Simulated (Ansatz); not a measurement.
BSiNH7F: geometry relaxation (part 2 of 2)

The same run, continued: BSiNH7F; RKS B3LYP/6-31G* (Ansatz 0.2.0). The input holds or restrains some coordinates. It belongs to a series of runs on one base structure; here: pulled along the bonds that form and break, towards end B.

Geometry of the input (Å):
```
B  0.0000  0.0000  0.0000
F  0.0000  0.0000  1.6700
H  1.0305  0.0000  -0.5950
H  -1.0305  0.0000  -0.5950
N  0.0773  -1.7539  0.5833
H  -0.4410  -2.5119  0.0539
Si 1.0434  -2.1779  2.0663
H  1.2276  -3.6248  2.1308
H  2.3474  -1.5244  2.0018
H  0.3313  -1.7252  3.2578
H  0.0473  -1.0728  1.5337
```

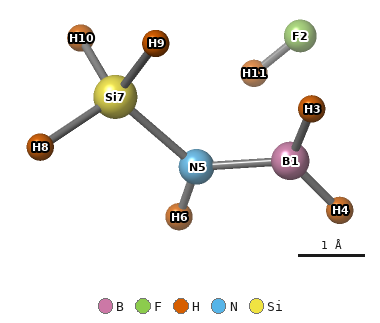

**Figure 1.** The geometry at step 10 of the log (ball-and-stick view, seen at a tilt; atoms are numbered from 1 in the order of the input).

## Trajectory as extended XYZ, continued
```
11
Properties=species:S:1:pos:R:3:forces:R:3 step=3 energy=-12873.34199
B     0.0124   -0.2732   -0.2181    0.3119  -4.4696   0.6302
F     0.0031    0.1070    1.9526   -0.0161   2.1193  -0.2130
H     1.0625    0.0376   -0.6019    0.5678   1.2188   0.2390
H    -1.0558    0.0214   -0.6004   -0.3592   0.4244  -0.0230
N     0.1704   -1.8110    0.3302    1.3779   2.0635   2.1067
H    -0.4631   -2.5356    0.0363   -0.7194  -0.0395   0.1029
Si    1.0495   -2.2021    2.0074    0.4995  -0.8501  -1.9730
H     1.2261   -3.6431    2.1281   -0.0575  -0.5718  -0.1036
H     2.3543   -1.5223    2.0015    0.1445   0.0772  -0.0315
H     0.3361   -1.7383    3.2533    0.0425  -0.4873  -0.2964
H    -0.0621   -0.8312    1.8186   -1.7919   0.5149  -0.4384
11
Properties=species:S:1:pos:R:3:forces:R:3 step=4 energy=-12874.02266
B     0.0269   -0.4117   -0.3115    0.6209  -2.5397   0.6272
F    -0.0057    0.1828    2.0475    0.1099   2.4487  -0.0041
H     1.0735    0.0658   -0.5903   -0.0113   0.7277   0.2347
H    -1.0556    0.0197   -0.5991    0.1663  -0.2290  -0.1445
N     0.2338   -1.8358    0.2369    0.2701   0.7496   2.0377
H    -0.4889   -2.5383    0.0410   -0.1375   0.4855   0.2730
Si    1.0598   -2.2140    1.9640    0.2171  -0.1456  -1.9567
H     1.2240   -3.6576    2.1222   -0.0723  -0.4642  -0.2003
H     2.3583   -1.5218    1.9974    0.1203   0.0266  -0.0892
H     0.3396   -1.7553    3.2335    0.0197  -0.4835  -0.6910
H    -0.1323   -0.7247    1.9659   -1.3031  -0.5760  -0.0868
11
Properties=species:S:1:pos:R:3:forces:R:3 step=5 energy=-12874.77865
B     0.0649   -0.4986   -0.3231    0.5697  -1.4500   0.6927
F    -0.0221    0.3075    2.0708   -0.0962   0.4900  -0.0901
H     1.0733    0.1024   -0.5523   -0.1243   0.1763   0.2545
H    -1.0170   -0.0408   -0.6153    0.2501  -0.5025  -0.1841
N     0.2477   -1.8758    0.2598    1.0566   1.6872   1.6244
H    -0.5061   -2.5093    0.0982   -0.9334  -0.4742   0.0633
Si    1.1017   -2.2404    1.9076   -0.4223   0.0327  -1.6336
H     1.2243   -3.6983    2.0858    0.0612  -0.2186  -0.2253
H     2.3820   -1.5246    1.9753    0.1880   0.0058  -0.1507
H     0.3435   -1.8074    3.1483   -0.0366  -0.2265  -0.4879
H    -0.2590   -0.6056    2.0526   -0.5128   0.4796   0.1366
11
Properties=species:S:1:pos:R:3:forces:R:3 step=6 energy=-12875.29523
B     0.1057   -0.5175   -0.2745    0.1961  -1.6541   0.4653
F    -0.0504    0.4190    2.0741   -0.1893   0.0783  -0.0174
H     1.0955    0.1296   -0.4600   -0.1065  -0.0131   0.2979
H    -0.9694   -0.1439   -0.6935    0.3467  -0.3422  -0.0145
N     0.2279   -1.8709    0.3632   -0.2905   1.1782   0.0306
H    -0.5696   -2.5049    0.1966    0.3043   0.5096   0.2093
Si    1.1360   -2.2823    1.8665    0.2083   0.2256  -0.9299
H     1.2614   -3.7548    2.0125    0.1338  -0.0192  -0.1985
H     2.4386   -1.5334    1.9265   -0.3468  -0.3272  -0.1471
H     0.3480   -1.8692    3.0485   -0.1220  -0.0378   0.2244
H    -0.3903   -0.4626    2.0477   -0.1341   0.4018   0.0798
11
Properties=species:S:1:pos:R:3:forces:R:3 step=7 energy=-12875.46491
B     0.1509   -0.5370   -0.2534   -0.2314  -1.6283   0.5955
F    -0.1868    0.5487    2.0232   -0.1513  -0.1193   0.0732
H     1.1371    0.1446   -0.3314   -0.1865  -0.2171   0.1297
H    -0.9037   -0.2201   -0.7815    0.5780  -0.2345   0.1157
N     0.1963   -1.8570    0.4494   -0.8453   1.1543  -1.0288
H    -0.6469   -2.4636    0.3179    0.8679   0.8025   0.1481
Si    1.1950   -2.3214    1.8250   -1.7445  -0.3853   0.4779
H     1.3425   -3.7947    1.9183    0.1155  -0.0405  -0.1418
H     2.4249   -1.6168    1.8467    1.1640   0.6136  -0.1182
H     0.3866   -1.9181    3.0592    0.4611  -0.2634  -0.2721
H    -0.4626   -0.3554    2.0340   -0.0276   0.3181   0.0209
11
Properties=species:S:1:pos:R:3:forces:R:3 step=8 energy=-12875.67995
B     0.1986   -0.5600   -0.2524   -0.1957  -1.6319   1.0337
F    -0.3334    0.5683    1.9476   -0.0341   0.3759   0.1939
H     1.2164    0.0637   -0.2363   -0.0509  -0.1026  -0.0357
H    -0.7593   -0.2505   -0.9008    0.1259  -0.0298  -0.0524
N     0.1076   -1.8165    0.5341    0.0723   1.3904  -0.7637
H    -0.7573   -2.3519    0.4417    0.1664   0.1520  -0.1101
Si    1.1831   -2.3315    1.8337   -0.1689   0.0772  -0.1635
H     1.3963   -3.7985    1.7968    0.0221  -0.0746  -0.0143
H     2.4574   -1.5977    1.7424    0.0825   0.0560  -0.0694
H     0.5377   -1.9991    3.1360    0.0519  -0.0946   0.1019
H    -0.6139   -0.3172    2.0650   -0.0716  -0.1180  -0.1204
11
Properties=species:S:1:pos:R:3:forces:R:3 step=9 energy=-12875.73876
B     0.1940   -0.5776   -0.1870   -0.0586  -1.7452   0.8679
F    -0.4016    0.7284    1.8956    0.0359   0.4430   0.1103
H     1.2288    0.0087   -0.1273   -0.0417  -0.0036  -0.0142
H    -0.6866   -0.2839   -0.9378   -0.0163   0.0088   0.0331
N     0.0414   -1.8148    0.6232    0.2691   1.6884  -0.9453
H    -0.7887   -2.3730    0.4512   -0.0497   0.0211   0.0052
Si    1.1902   -2.3744    1.8339    0.0323   0.1073   0.0084
H     1.4754   -3.8276    1.6945   -0.0426  -0.0060  -0.0255
H     2.4342   -1.5825    1.6913   -0.0445  -0.0245  -0.0263
H     0.6333   -2.1379    3.1955    0.0285  -0.0868   0.0511
H    -0.6872   -0.1563    1.9747   -0.1125  -0.4025  -0.0646
11
Properties=species:S:1:pos:R:3:forces:R:3 step=10 energy=-12875.75382 accepted=F
B     0.2150   -0.5934   -0.1756   -0.0208  -1.5774   1.1112
F    -0.4454    0.7710    1.8615   -0.1089   0.0628   0.1316
H     1.2567   -0.0195   -0.1108   -0.0211  -0.0320  -0.0498
H    -0.6554   -0.2742   -0.9190   -0.1182  -0.0206  -0.0867
N     0.0301   -1.8041    0.6635    0.5865   1.7941  -0.9270
H    -0.8047   -2.3422    0.4950   -0.3050  -0.2075  -0.0247
Si    1.2102   -2.3891    1.8375   -0.1565   0.0188   0.0982
H     1.4878   -3.8394    1.6473   -0.0221   0.0113  -0.0344
H     2.4408   -1.5929    1.6640    0.0416   0.0243  -0.0120
H     0.7095   -2.2128    3.2381    0.0305  -0.0347  -0.1309
H    -0.8111   -0.0942    1.9062    0.0940  -0.0393  -0.0754
11
Properties=species:S:1:pos:R:3:forces:R:3 step=11 energy=-12875.75418
B     0.2047   -0.5801   -0.1797   -0.0538  -1.6799   0.9278
F    -0.4274    0.7451    1.8719    0.0039   0.3295   0.1230
H     1.2430   -0.0020   -0.1378    0.0084   0.0085  -0.0004
H    -0.6824   -0.2742   -0.9122   -0.0738   0.0030  -0.0453
N     0.0472   -1.8082    0.6390    0.3007   1.6975  -0.8610
H    -0.7912   -2.3542    0.4767   -0.0901  -0.0375   0.0046
Si    1.2028   -2.3779    1.8422   -0.0956   0.0003  -0.0145
H     1.4693   -3.8306    1.6726    0.0113  -0.0195  -0.0301
H     2.4408   -1.5862    1.6860    0.0148   0.0075  -0.0023
H     0.6672   -2.1880    3.2227    0.0242  -0.0114  -0.0353
H    -0.7407   -0.1345    1.9262   -0.0501  -0.2980  -0.0665
11
Properties=species:S:1:pos:R:3:forces:R:3 step=12 energy=-12875.76001
B     0.2155   -0.5843   -0.1714   -0.1844  -1.6079   0.9883
F    -0.4945    0.7967    1.8188   -0.0007   0.3023   0.1053
H     1.2550   -0.0081   -0.1300    0.0156  -0.0051  -0.0025
H    -0.6670   -0.2885   -0.9165   -0.0200  -0.0154  -0.0268
N     0.0408   -1.7929    0.6741    0.2805   1.6185  -0.9596
H    -0.7981   -2.3407    0.5088   -0.0316   0.0188   0.0175
Si    1.2122   -2.3939    1.8441   -0.0666  -0.0211  -0.0319
H     1.4776   -3.8415    1.6259    0.0108  -0.0028  -0.0129
H     2.4491   -1.5988    1.6901    0.0065   0.0061   0.0042
H     0.6966   -2.2433    3.2352    0.0154  -0.0042  -0.0072
H    -0.7540   -0.0956    1.9286   -0.0255  -0.2891  -0.0744
11
Properties=species:S:1:pos:R:3:forces:R:3 step=13 energy=-12875.76322
B     0.2290   -0.5834   -0.1448   -0.1845  -1.6630   0.9244
F    -0.5725    0.8669    1.7709   -0.0336   0.1661   0.0722
H     1.2775   -0.0209   -0.1227   -0.0092  -0.0023   0.0291
H    -0.6471   -0.3059   -0.9068   -0.0108   0.0175   0.0364
N     0.0437   -1.7776    0.7203    0.1634   1.6330  -1.0171
H    -0.8151   -2.3042    0.5772    0.0606   0.0303  -0.0034
Si    1.2344   -2.4252    1.8442   -0.0774  -0.0074   0.0241
H     1.4959   -3.8642    1.5606    0.0000   0.0328   0.0037
H     2.4672   -1.6250    1.6963    0.0389   0.0143  -0.0158
H     0.7518   -2.3215    3.2511    0.0017  -0.0281  -0.0184
H    -0.8315   -0.0300    1.8612    0.0508  -0.1932  -0.0353
11
Properties=species:S:1:pos:R:3:forces:R:3 step=14 energy=-12875.76472
B     0.2283   -0.5843   -0.1492   -0.2526  -1.5981   0.9609
F    -0.5913    0.8691    1.7483   -0.0473   0.0749   0.0977
H     1.2737   -0.0167   -0.1194    0.0019  -0.0136   0.0091
H    -0.6518   -0.3035   -0.9064    0.0292  -0.0092   0.0232
N     0.0432   -1.7778    0.7175    0.1756   1.6178  -1.0201
H    -0.8134   -2.3071    0.5719    0.0481   0.0422   0.0004
Si    1.2298   -2.4241    1.8442   -0.0075  -0.0116  -0.0102
H     1.4956   -3.8617    1.5635   -0.0019   0.0123   0.0019
H     2.4659   -1.6250    1.7000    0.0065   0.0054  -0.0060
H     0.7405   -2.3207    3.2469   -0.0038  -0.0201   0.0181
H    -0.7873   -0.0390    1.8902    0.0518  -0.0999  -0.0750
11
Properties=species:S:1:pos:R:3:forces:R:3 step=15 energy=-12875.76041
B     0.2155   -0.5885   -0.1541   -0.0003  -1.5828   1.1251
F    -0.6069    0.8979    1.7130    0.0196   0.4618   0.0200
H     1.2708   -0.0388   -0.1268   -0.0161   0.0498  -0.0461
H    -0.6610   -0.3043   -0.9113   -0.0150  -0.0501   0.0232
N     0.0449   -1.7682    0.7358    0.0204   1.5569  -1.1039
H    -0.8154   -2.2928    0.5985    0.0058  -0.0024   0.0273
Si    1.2329   -2.4363    1.8500    0.0214   0.0836  -0.0449
H     1.5306   -3.8581    1.5314   -0.0085  -0.0110  -0.0185
H     2.4545   -1.6088    1.7329   -0.0003  -0.0120   0.0136
H     0.7319   -2.3882    3.2521   -0.0079  -0.0051   0.0009
H    -0.7645   -0.0048    1.8862   -0.0191  -0.4888   0.0035
11
Properties=species:S:1:pos:R:3:forces:R:3 step=16 energy=-12875.76409
B     0.2281   -0.5897   -0.1452   -0.1806  -1.5803   1.0421
F    -0.6461    0.9105    1.6942    0.0141   0.4309   0.0126
H     1.2811   -0.0348   -0.1263   -0.0113   0.0086   0.0012
H    -0.6493   -0.3156   -0.9057    0.0091  -0.0161   0.0119
N     0.0419   -1.7658    0.7456    0.1390   1.5991  -1.0602
H    -0.8227   -2.2852    0.6119    0.0373   0.0235   0.0093
Si    1.2370   -2.4390    1.8478   -0.0108  -0.0150  -0.0192
H     1.5231   -3.8616    1.5138    0.0005   0.0178   0.0067
H     2.4619   -1.6184    1.7288    0.0087   0.0040   0.0010
H     0.7469   -2.3973    3.2546   -0.0008  -0.0089  -0.0075
H    -0.7685    0.0061    1.8881   -0.0054  -0.4636   0.0022
```

## Results in brief

```csv
quantity,value
outcome,converged under the restraints of the input
total energy,−12875.7643 eV
mean-field energy,−12875.7643 eV
"largest force (length of the vector) at the end, held atoms and coordinates included",1.924 eV/Å
hardware,"1 thread of AMD EPYC (Zen 3), 32 GiB of memory available, shared host"
wall time,46 s
peak memory,0.17 GiB
```
